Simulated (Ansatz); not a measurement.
## Cd15AuSe16 (charge +1): geometry relaxation (part 4 of 4)

Continued. System: Cd15AuSe16 (defect cell, 32 atoms in the cell, total charge +1). Method: DFT, PBE, plane-wave PAW, default files, scalar-relativistic, no spin polarisation (Ansatz 0.2.0); cutoff 420 eV, 3×3×2 k-mesh, Fermi–Dirac smearing of 0.01 eV. The structure derives from an entry of the Crystallography Open Database. It belongs to a series of runs on one base structure; here: Au on a Cd site, charge +1, ions relaxed.

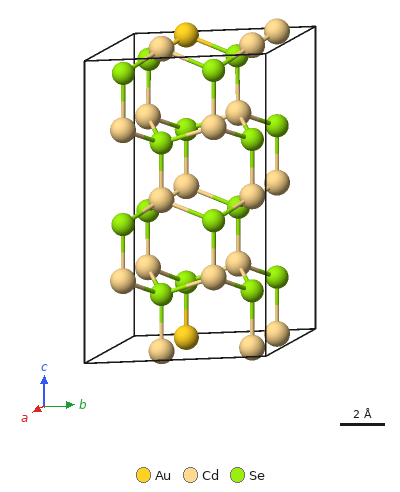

**Figure 1.** The geometry at step 3 of the log (ball-and-stick view of the cell of the calculation, seen slightly off an axis).

File populations.tsv, continued
```
23	Se	2_3D	-	9.999905
24	Se	0_4S	-	1.901592
24	Se	1_4P	-	5.102085
24	Se	2_3D	-	9.999904
25	Se	0_4S	-	1.906939
25	Se	1_4P	-	4.887593
25	Se	2_3D	-	9.999909
26	Se	0_4S	-	1.901592
26	Se	1_4P	-	5.102085
26	Se	2_3D	-	9.999904
27	Se	0_4S	-	1.906939
27	Se	1_4P	-	4.887593
27	Se	2_3D	-	9.999909
28	Se	0_4S	-	1.901592
28	Se	1_4P	-	5.102085
28	Se	2_3D	-	9.999904
29	Se	0_4S	-	1.906939
29	Se	1_4P	-	4.887593
29	Se	2_3D	-	9.999909
30	Se	0_4S	-	1.901142
30	Se	1_4P	-	5.110223
30	Se	2_3D	-	9.999904
31	Se	0_4S	-	1.904664
31	Se	1_4P	-	5.086840
31	Se	2_3D	-	9.999907
```

File rho_z.tsv
```
# z_ang	rho[e/angstrom^3]
# format = ansatz-planar-average/11
# lattice	8.600000000	0.000000000	0.000000000
# lattice	-4.300000000	7.447818473	0.000000000
# lattice	0.000000000	0.000000000	14.040000000
# sites	32
# site	79	0.000000000	2.482606158	0.044681934
# site	48	0.000000000	2.482606158	7.051528911
# site	48	-2.153238712	6.204645523	0.036707280
# site	48	-2.150192314	6.206404361	7.050254209
# site	48	4.300000000	2.486345900	0.036707280
# site	48	4.300000000	2.482828223	7.050254209
# site	48	2.153238712	6.204645523	0.036707280
# site	48	2.150192314	6.206404361	7.050254209
# site	48	2.143883144	1.244834647	3.548857505
# site	48	2.145235135	1.244054075	10.567381046
# site	48	0.000000000	4.958149178	3.548857505
# site	48	0.000000000	4.959710323	10.567381046
# site	48	6.456116856	1.244834647	3.548857505
# site	48	6.454764865	1.244054075	10.567381046
# site	48	4.300000000	4.965212315	3.547973836
# site	48	4.300000000	4.965212315	10.538457962
# site	34	-0.000000000	2.482606158	2.605620364
# site	34	-0.000000000	2.482606158	9.690329875
# site	34	-2.149050167	6.207063780	2.661403578
# site	34	-2.143146318	6.210472369	9.697668722
# site	34	4.300000000	2.481509385	2.661403578
# site	34	4.300000000	2.474692208	9.697668722
# site	34	2.149050167	6.207063780	2.661403578
# site	34	2.143146318	6.210472369	9.697668722
# site	34	2.148435092	1.242206579	6.176404450
# site	34	2.092404121	1.274556075	13.220429886
# site	34	-0.000000000	4.963405314	6.176404450
# site	34	-0.000000000	4.898706322	13.220429886
# site	34	6.451564908	1.242206579	6.176404450
# site	34	6.507595879	1.274556075	13.220429886
# site	34	4.300000000	4.965212315	6.182296302
# site	34	4.300000000	4.965212315	13.184990788
0.000000	1.353318e0
0.146250	1.268738e0
0.292500	1.029261e0
0.438750	7.245768e-1
0.585000	4.488009e-1
0.731250	2.548959e-1
0.877500	1.460791e-1
1.023750	9.672075e-2
1.170000	7.722241e-2
1.316250	7.360032e-2
1.462500	8.099541e-2
1.608750	9.828412e-2
1.755000	1.255245e-1
1.901250	1.669367e-1
2.047500	2.441940e-1
2.193750	4.022597e-1
2.340000	6.917427e-1
2.486250	1.066833e0
2.632500	1.305147e0
2.778750	1.240267e0
2.925000	1.034691e0
3.071250	9.640708e-1
3.217500	1.093502e0
3.363750	1.295640e0
3.510000	1.403207e0
3.656250	1.316193e0
3.802500	1.054211e0
3.948750	7.226134e-1
4.095000	4.308636e-1
4.241250	2.360114e-1
4.387500	1.332348e-1
4.533750	8.812479e-2
4.680000	7.117397e-2
4.826250	6.913361e-2
4.972500	7.719413e-2
5.118750	9.453511e-2
5.265000	1.213803e-1
5.411250	1.605940e-1
5.557500	2.308047e-1
5.703750	3.740466e-1
5.850000	6.454319e-1
5.996250	1.023806e0
6.142500	1.304269e0
6.288750	1.287263e0
6.435000	1.095143e0
6.581250	1.012875e0
6.727500	1.128334e0
6.873750	1.317992e0
7.020000	1.411911e0
7.166250	1.311724e0
7.312500	1.040998e0
7.458750	7.077195e-1
7.605000	4.193988e-1
7.751250	2.293072e-1
7.897500	1.298276e-1
8.043750	8.612625e-2
8.190000	6.956007e-2
8.336250	6.751896e-2
8.482500	7.543993e-2
8.628750	9.252430e-2
8.775000	1.191406e-1
8.921250	1.576818e-1
9.067500	2.256268e-1
9.213750	3.636358e-1
9.360000	6.274988e-1
9.506250	1.004239e0
9.652500	1.298394e0
9.798750	1.300845e0
9.945000	1.115624e0
10.091250	1.027971e0
10.237500	1.136601e0
10.383750	1.322032e0
10.530000	1.413782e0
10.676250	1.312563e0
10.822500	1.041423e0
10.968750	7.081497e-1
11.115000	4.200362e-1
11.261250	2.299510e-1
11.407500	1.303066e-1
11.553750	8.630868e-2
11.700000	6.948929e-2
11.846250	6.715808e-2
11.992500	7.481598e-2
12.138750	9.157432e-2
12.285000	1.178841e-1
12.431250	1.558916e-1
12.577500	2.222406e-1
12.723750	3.567990e-1
12.870000	6.154250e-1
13.016250	9.903973e-1
13.162500	1.293628e0
13.308750	1.312296e0
13.455000	1.132985e0
13.601250	1.030081e0
13.747500	1.110101e0
13.893750	1.269357e0
```

File v_z.tsv
```
# z_ang	v_es[eV]	v_tot[eV]
# format = ansatz-planar-average/11
# xc	pbe
# density_cutoff_ev	1680
# datasets	Au=:simpson_from_first_knot:soft	Cd=:simpson_from_first_knot:soft	Se=:simpson_from_first_knot:soft
# lattice	8.600000000	0.000000000	0.000000000
# lattice	-4.300000000	7.447818473	0.000000000
# lattice	0.000000000	0.000000000	14.040000000
# sites	32
# site	79	0.000000000	2.482606158	0.044681934
# site	48	0.000000000	2.482606158	7.051528911
# site	48	-2.153238712	6.204645523	0.036707280
# site	48	-2.150192314	6.206404361	7.050254209
# site	48	4.300000000	2.486345900	0.036707280
# site	48	4.300000000	2.482828223	7.050254209
# site	48	2.153238712	6.204645523	0.036707280
# site	48	2.150192314	6.206404361	7.050254209
# site	48	2.143883144	1.244834647	3.548857505
# site	48	2.145235135	1.244054075	10.567381046
# site	48	0.000000000	4.958149178	3.548857505
# site	48	0.000000000	4.959710323	10.567381046
# site	48	6.456116856	1.244834647	3.548857505
# site	48	6.454764865	1.244054075	10.567381046
# site	48	4.300000000	4.965212315	3.547973836
# site	48	4.300000000	4.965212315	10.538457962
# site	34	-0.000000000	2.482606158	2.605620364
# site	34	-0.000000000	2.482606158	9.690329875
# site	34	-2.149050167	6.207063780	2.661403578
# site	34	-2.143146318	6.210472369	9.697668722
# site	34	4.300000000	2.481509385	2.661403578
# site	34	4.300000000	2.474692208	9.697668722
# site	34	2.149050167	6.207063780	2.661403578
# site	34	2.143146318	6.210472369	9.697668722
# site	34	2.148435092	1.242206579	6.176404450
# site	34	2.092404121	1.274556075	13.220429886
# site	34	-0.000000000	4.963405314	6.176404450
# site	34	-0.000000000	4.898706322	13.220429886
# site	34	6.451564908	1.242206579	6.176404450
# site	34	6.507595879	1.274556075	13.220429886
# site	34	4.300000000	4.965212315	6.182296302
# site	34	4.300000000	4.965212315	13.184990788
0.000000	2.100927e0	-9.453970e0
0.146250	3.176903e0	-7.875926e0
0.292500	4.220426e0	-6.134934e0
0.438750	5.306582e0	-4.203196e0
0.585000	6.525624e0	-2.057733e0
0.731250	7.864895e0	2.351315e-1
0.877500	9.207051e0	2.456717e0
1.023750	1.031563e1	4.250012e0
1.170000	1.100610e1	5.205397e0
1.316250	1.132900e1	5.434006e0
1.462500	1.135671e1	5.346918e0
1.608750	1.104198e1	4.761709e0
1.755000	1.023505e1	3.432188e0
1.901250	9.065601e0	1.641875e0
2.047500	7.991249e0	-8.196699e-2
2.193750	7.195923e0	-1.552845e0
2.340000	6.560128e0	-2.866218e0
2.486250	5.889600e0	-4.165115e0
2.632500	5.006340e0	-5.606489e0
2.778750	3.974558e0	-7.099647e0
2.925000	3.022356e0	-8.381570e0
3.071250	2.317615e0	-9.268447e0
3.217500	2.011479e0	-9.642979e0
3.363750	2.272045e0	-9.318598e0
3.510000	3.069764e0	-8.251440e0
3.656250	4.033433e0	-6.778213e0
3.802500	4.935627e0	-5.173003e0
3.948750	5.872949e0	-3.388442e0
4.095000	6.896394e0	-1.448650e0
4.241250	8.023639e0	6.177517e-1
4.387500	9.202173e0	2.656189e0
4.533750	1.025136e1	4.362223e0
4.680000	1.095029e1	5.260569e0
4.826250	1.129899e1	5.480573e0
4.972500	1.136764e1	5.436645e0
5.118750	1.111926e1	4.888824e0
5.265000	1.039438e1	3.630666e0
5.411250	9.249924e0	1.859989e0
5.557500	8.141786e0	1.025895e-1
5.703750	7.308497e0	-1.406498e0
5.850000	6.648844e0	-2.753305e0
5.996250	5.954924e0	-4.099464e0
6.142500	5.047695e0	-5.594045e0
6.288750	4.002648e0	-7.129391e0
6.435000	3.042238e0	-8.439338e0
6.581250	2.322441e0	-9.350482e0
6.727500	1.980864e0	-9.757016e0
6.873750	2.199084e0	-9.467870e0
7.020000	3.001415e0	-8.387176e0
7.166250	4.029800e0	-6.834521e0
7.312500	4.984439e0	-5.160089e0
7.458750	5.944661e0	-3.338032e0
7.605000	6.980924e0	-1.372005e0
7.751250	8.112313e0	7.107397e-1
7.897500	9.284796e0	2.754102e0
8.043750	1.031319e1	4.450324e0
8.190000	1.098648e1	5.338036e0
8.336250	1.131930e1	5.544437e0
8.482500	1.137974e1	5.486486e0
8.628750	1.113230e1	4.948469e0
8.775000	1.042035e1	3.701576e0
8.921250	9.274036e0	1.923934e0
9.067500	8.140466e0	1.358477e-1
9.213750	7.279669e0	-1.402669e0
9.360000	6.601049e0	-2.773718e0
9.506250	5.894193e0	-4.140896e0
9.652500	4.979023e0	-5.655170e0
9.798750	3.929975e0	-7.205342e0
9.945000	2.966581e0	-8.528902e0
10.091250	2.242392e0	-9.450882e0
10.237500	1.890221e0	-9.871730e0
10.383750	2.092729e0	-9.599583e0
10.530000	2.891886e0	-8.525474e0
10.676250	3.941971e0	-6.951640e0
10.822500	4.918767e0	-5.255363e0
10.968750	5.888880e0	-3.422328e0
11.115000	6.930530e0	-1.450733e0
11.261250	8.063021e0	6.352316e-1
11.407500	9.233217e0	2.678544e0
11.553750	1.025649e1	4.377685e0
11.700000	1.092484e1	5.266368e0
11.846250	1.125342e1	5.471041e0
11.992500	1.131077e1	5.424662e0
12.138750	1.106369e1	4.888133e0
12.285000	1.036014e1	3.651831e0
12.431250	9.214452e0	1.874946e0
12.577500	8.061959e0	6.461264e-2
12.723750	7.178951e0	-1.499788e0
12.870000	6.484183e0	-2.893257e0
13.016250	5.776221e0	-4.272439e0
13.162500	4.851499e0	-5.810147e0
13.308750	3.707857e0	-7.472240e0
13.455000	2.569908e0	-8.992718e0
13.601250	1.666795e0	-1.011940e1
13.747500	1.187013e0	-1.068584e1
13.893750	1.321144e0	-1.049458e1
```

Trajectory as extended XYZ (Å, eV, eV/Å), 4 frames, from step=1 to step=4
```
32
Lattice="8.6000 0.0000 0.0000 -4.3000 7.4478 0.0000 0.0000 0.0000 14.0400" Properties=species:S:1:pos:R:3:forces:R:3 step=1 energy=-224496.46772
Au    0.0000    2.4826    0.0000    0.0000   0.0000   0.1974
Cd    0.0000    2.4826    7.0200    0.0000   0.0000   0.2682
Cd   -2.1500    6.2065    0.0000   -0.0449  -0.0259   0.3845
Cd   -2.1500    6.2065    7.0200   -0.0129  -0.0074   0.2373
Cd    4.3000    2.4826    0.0000    0.0000   0.0519   0.3845
Cd    4.3000    2.4826    7.0200    0.0000   0.0149   0.2373
Cd    2.1500    6.2065    0.0000    0.0449  -0.0259   0.3845
Cd    2.1500    6.2065    7.0200    0.0129  -0.0074   0.2373
Cd    2.1500    1.2413    3.5100    0.0134  -0.0077   0.3288
Cd    2.1500    1.2413   10.5300   -0.0098   0.0056   0.2162
Cd    0.0000    4.9652    3.5100    0.0000   0.0154   0.3288
Cd    0.0000    4.9652   10.5300    0.0000  -0.0113   0.2162
Cd    6.4500    1.2413    3.5100   -0.0134  -0.0077   0.3288
Cd    6.4500    1.2413   10.5300    0.0098   0.0056   0.2162
Cd    4.3000    4.9652    3.5100    0.0000   0.0000   0.3101
Cd    4.3000    4.9652   10.5300    0.0000   0.0000   0.2342
Se    0.0000    2.4826    2.7027    0.0000   0.0000  -0.6696
Se    0.0000    2.4826    9.7227    0.0000   0.0000  -0.2492
Se   -2.1500    6.2065    2.7027    0.0006   0.0003  -0.3530
Se   -2.1500    6.2065    9.7227    0.0075   0.0043  -0.2319
Se    4.3000    2.4826    2.7027    0.0000  -0.0007  -0.3530
Se    4.3000    2.4826    9.7227    0.0000  -0.0086  -0.2319
Se    2.1500    6.2065    2.7027   -0.0006   0.0003  -0.3530
Se    2.1500    6.2065    9.7227   -0.0075   0.0043  -0.2319
Se    2.1500    1.2413    6.2127   -0.0039   0.0022  -0.2918
Se    2.1500    1.2413   13.2327   -0.4630   0.2673  -0.1376
Se    0.0000    4.9652    6.2127    0.0000  -0.0045  -0.2918
Se    0.0000    4.9652   13.2327    0.0000  -0.5346  -0.1376
Se    6.4500    1.2413    6.2127    0.0039   0.0022  -0.2918
Se    6.4500    1.2413   13.2327    0.4630   0.2673  -0.1376
Se    4.3000    4.9652    6.2127    0.0000   0.0000  -0.2714
Se    4.3000    4.9652   13.2327    0.0000   0.0000  -0.2799
32
Lattice="8.6000 0.0000 0.0000 -4.3000 7.4478 0.0000 0.0000 0.0000 14.0400" Properties=species:S:1:pos:R:3:forces:R:3 step=2 energy=-224496.68152
Au    0.0000    2.4826    0.0478    0.0000   0.0000  -0.0304
Cd    0.0000    2.4826    7.0495    0.0000   0.0000   0.0148
Cd   -2.1484    6.2075    0.0450   -0.0024  -0.0014  -0.0900
Cd   -2.1500    6.2065    7.0446    0.0091   0.0053   0.0263
Cd    4.3000    2.4807    0.0450    0.0000   0.0028  -0.0900
Cd    4.3000    2.4827    7.0446    0.0000  -0.0105   0.0263
Cd    2.1484    6.2075    0.0450    0.0024  -0.0014  -0.0900
Cd    2.1500    6.2065    7.0446   -0.0091   0.0053   0.0263
Cd    2.1399    1.2472    3.5286   -0.0027   0.0016   0.0563
Cd    2.1432    1.2452   10.5793    0.0134  -0.0077   0.0209
Cd    0.0000    4.9535    3.5286    0.0000  -0.0031   0.0563
Cd    0.0000    4.9573   10.5793    0.0000   0.0155   0.0209
Cd    6.4601    1.2472    3.5286    0.0027   0.0016   0.0563
Cd    6.4568    1.2452   10.5793   -0.0134  -0.0077   0.0209
Cd    4.3000    4.9652    3.5435    0.0000   0.0000   0.0053
Cd    4.3000    4.9652   10.5543    0.0000   0.0000  -0.0164
Se    0.0000    2.4826    2.5677    0.0000   0.0000   0.3079
Se    0.0000    2.4826    9.6956    0.0000   0.0000  -0.0347
Se   -2.1500    6.2065    2.6547   -0.0022  -0.0013   0.0820
Se   -2.1438    6.2101    9.7004    0.0116   0.0067  -0.0005
Se    4.3000    2.4826    2.6547    0.0000   0.0025   0.0820
Se    4.3000    2.4754    9.7004    0.0000  -0.0133  -0.0005
Se    2.1500    6.2065    2.6547    0.0022  -0.0013   0.0820
Se    2.1438    6.2101    9.7004   -0.0116   0.0067  -0.0005
Se    2.1482    1.2423    6.1644   -0.0106   0.0061  -0.0094
Se    2.0660    1.2898   13.2459    0.2366  -0.1366  -0.1610
Se    0.0000    4.9632    6.1644    0.0000  -0.0122  -0.0094
Se    0.0000    4.8682   13.2459    0.0000   0.2732  -0.1610
Se    6.4518    1.2423    6.1644    0.0106   0.0061  -0.0094
Se    6.5340    1.2898   13.2459   -0.2366  -0.1366  -0.1610
Se    4.3000    4.9652    6.1762    0.0000   0.0000   0.0174
Se    4.3000    4.9652   13.2001    0.0000   0.0000  -0.0396
32
Lattice="8.6000 0.0000 0.0000 -4.3000 7.4478 0.0000 0.0000 0.0000 14.0400" Properties=species:S:1:pos:R:3:forces:R:3 step=3 energy=-224496.70673
Au    0.0000    2.4826    0.0361    0.0000   0.0000   0.0509
Cd    0.0000    2.4826    7.0552    0.0000   0.0000  -0.0186
Cd   -2.1524    6.2051    0.0334   -0.0011  -0.0006   0.0251
Cd   -2.1485    6.2074    7.0554   -0.0047  -0.0027  -0.0154
Cd    4.3000    2.4854    0.0334    0.0000   0.0013   0.0251
Cd    4.3000    2.4808    7.0554    0.0000   0.0055  -0.0154
Cd    2.1524    6.2051    0.0334    0.0011  -0.0006   0.0251
Cd    2.1485    6.2074    7.0554    0.0047  -0.0027  -0.0154
Cd    2.1421    1.2459    3.5569   -0.0026   0.0015  -0.0244
Cd    2.1452    1.2441   10.5611   -0.0085   0.0049  -0.0044
Cd    0.0000    4.9560    3.5569    0.0000  -0.0031  -0.0244
Cd    0.0000    4.9596   10.5611    0.0000  -0.0098  -0.0044
Cd    6.4579    1.2459    3.5569    0.0026   0.0015  -0.0244
Cd    6.4548    1.2441   10.5611    0.0085   0.0049  -0.0044
Cd    4.3000    4.9652    3.5599    0.0000   0.0000  -0.0150
Cd    4.3000    4.9652   10.5335    0.0000   0.0000  -0.0231
Se    0.0000    2.4826    2.5980    0.0000   0.0000  -0.0066
Se    0.0000    2.4826    9.6866    0.0000   0.0000   0.0252
Se   -2.1493    6.2069    2.6669    0.0001   0.0001  -0.0402
Se   -2.1417    6.2113    9.6979   -0.0126  -0.0073   0.0029
Se    4.3000    2.4818    2.6669    0.0000  -0.0002  -0.0402
Se    4.3000    2.4730    9.6979    0.0000   0.0146   0.0029
Se    2.1493    6.2069    2.6669   -0.0001   0.0001  -0.0402
Se    2.1417    6.2113    9.6979    0.0126  -0.0073   0.0029
Se    2.1471    1.2430    6.1824    0.0090  -0.0052  -0.0028
Se    2.0871    1.2776   13.2085    0.0372  -0.0215   0.0384
Se    0.0000    4.9619    6.1824    0.0000   0.0104  -0.0028
Se    0.0000    4.8926   13.2085    0.0000   0.0430   0.0384
Se    6.4529    1.2430    6.1824   -0.0090  -0.0052  -0.0028
Se    6.5129    1.2776   13.2085   -0.0372  -0.0215   0.0384
Se    4.3000    4.9652    6.1934    0.0000   0.0000  -0.0100
Se    4.3000    4.9652   13.1727    0.0000   0.0000   0.0598
32
Lattice="8.6000 0.0000 0.0000 -4.3000 7.4478 0.0000 0.0000 0.0000 14.0400" Properties=species:S:1:pos:R:3:forces:R:3 step=4 energy=-224496.70906
Au    0.0000    2.4826    0.0447    0.0000   0.0000   0.0253
Cd    0.0000    2.4826    7.0515    0.0000   0.0000  -0.0008
Cd   -2.1532    6.2046    0.0367    0.0012   0.0007  -0.0013
Cd   -2.1502    6.2064    7.0503   -0.0017  -0.0010   0.0030
Cd    4.3000    2.4863    0.0367    0.0000  -0.0014  -0.0013
Cd    4.3000    2.4828    7.0503    0.0000   0.0020   0.0030
Cd    2.1532    6.2046    0.0367   -0.0012   0.0007  -0.0013
Cd    2.1502    6.2064    7.0503    0.0017  -0.0010   0.0030
Cd    2.1439    1.2448    3.5489    0.0004  -0.0003  -0.0013
Cd    2.1452    1.2441   10.5674   -0.0024   0.0014   0.0033
Cd    0.0000    4.9581    3.5489    0.0000   0.0005  -0.0013
Cd    0.0000    4.9597   10.5674    0.0000  -0.0028   0.0033
Cd    6.4561    1.2448    3.5489   -0.0004  -0.0003  -0.0013
Cd    6.4548    1.2441   10.5674    0.0024   0.0014   0.0033
Cd    4.3000    4.9652    3.5480    0.0000   0.0000  -0.0001
Cd    4.3000    4.9652   10.5385    0.0000   0.0000   0.0005
Se    0.0000    2.4826    2.6056    0.0000   0.0000  -0.0281
Se    0.0000    2.4826    9.6903    0.0000   0.0000   0.0008
Se   -2.1490    6.2071    2.6614    0.0003   0.0002   0.0060
Se   -2.1431    6.2105    9.6977   -0.0002  -0.0001  -0.0025
Se    4.3000    2.4815    2.6614    0.0000  -0.0003   0.0060
Se    4.3000    2.4747    9.6977    0.0000   0.0002  -0.0025
Se    2.1490    6.2071    2.6614   -0.0003   0.0002   0.0060
Se    2.1431    6.2105    9.6977    0.0002  -0.0001  -0.0025
Se    2.1484    1.2422    6.1764   -0.0003   0.0001   0.0052
Se    2.0924    1.2746   13.2204   -0.0064   0.0037  -0.0094
Se    0.0000    4.9634    6.1764    0.0000  -0.0003   0.0052
Se    0.0000    4.8987   13.2204    0.0000  -0.0073  -0.0094
Se    6.4516    1.2422    6.1764    0.0003   0.0001   0.0052
Se    6.5076    1.2746   13.2204    0.0064   0.0037  -0.0094
Se    4.3000    4.9652    6.1823    0.0000   0.0000   0.0041
Se    4.3000    4.9652   13.1850    0.0000   0.0000  -0.0106
```

Summary

```json
{"quantity": "outcome", "value": "converged"}
{"quantity": "electrons treated", "value": "574"}
{"quantity": "free energy", "value": "−224496.7091 eV"}
{"quantity": "Fermi energy", "value": "7.467 eV"}
{"quantity": "pressure", "value": "2.35 GPa"}
{"quantity": "final volume", "value": "899.28 Å³"}
{"quantity": "field gradient V_zz (10²¹ V/m²)", "value": "Au −11.77, Cd 0.39, Cd −2.21, Cd 0.77, Cd −2.21, Cd 0.77, Cd −2.21, Cd 0.77 (the first 8 of 32 sites)"}
{"quantity": "largest force (length of the vector) at the end", "value": "0.028 eV/Å"}
{"quantity": "hardware", "value": "4 threads of Intel Xeon @ 2.60GHz (Ice Lake), 24 GiB of memory available, shared host"}
{"quantity": "wall time", "value": "3.8 min (CPU time 15 min)"}
{"quantity": "peak memory", "value": "5.7 GiB"}
```

Remarks

Warnings of the run: the field gradients leave out spin–orbit coupling; the SCF threshold is looser than advised for the printed stress. The cell is charged and computed with a neutralising background, so its energy and pressure depend on the cell and aren't those of a real crystal. Spin–orbit coupling is left out, which matters for Au.
